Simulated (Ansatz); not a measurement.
**BH5S (SMILES [H]B([H])([H])<-S): methods side by side**

BH5S: 7 atoms, total charge 0, spin state singlet. SMILES: `[H]B([H])([H])<-S`. The coordinates come from a GFN2-xTB relaxation.

```xyz
7

B     0.1276   -0.2172   -0.8171
S     0.1341   -0.2313    1.2224
H     0.5062    1.0375    1.4150
H    -1.1544    0.0677    1.4148
H     1.2802   -0.2170   -1.0756
H    -0.4530    0.7796   -1.0818
H    -0.4407   -1.2192   -1.0778
```

Each level gives the energy change with the B1–S2 bond stretched from 2.040 to 3.059 Å (eV). The values are calculated.

```
                        level                    kind  program  value (eV)  less FCI/STO-3G  CPU time (all runs)
    SVWN5/STO-3G (restricted)                     LDA   Ansatz        2.14            +0.53                1.3 s
    BHLYP/STO-3G (restricted)           global hybrid   Ansatz        1.67            +0.06                  2 s
CAM-B3LYP/STO-3G (restricted)  range-separated hybrid   Ansatz        1.75            +0.14                2.3 s
    wB97X/STO-3G (restricted)  range-separated hybrid   Ansatz        1.74            +0.13                9.2 s
     CCSD/STO-3G (restricted)   coupled cluster or CI   Ansatz        1.60            -0.01               0.24 s
    CCSDT/STO-3G (restricted)   coupled cluster or CI   Ansatz        1.61             0.00               0.44 s
   CCSDTQ/STO-3G (restricted)   coupled cluster or CI   Ansatz        1.61             0.00                7.8 s
                   FCI/STO-3G      exact in the basis   Ansatz        1.61             0.00                 23 s
```

FCI/STO-3G is exact within its basis and frozen core, so for wave-function methods in that basis the difference is their error; functionals converge differently with the basis, so for them it is only a difference. The first shape isn't each level's own minimum. The values span 1.60 to 2.14 eV. All rows use very small basis sets, so even the best lies far from the true value. Times are those of the runs behind each value, whatever else they computed, on shared processors of several kinds: orders of magnitude only.

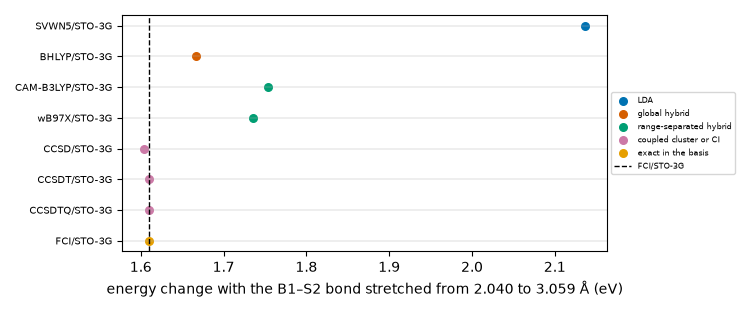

The values of the table, level by level.
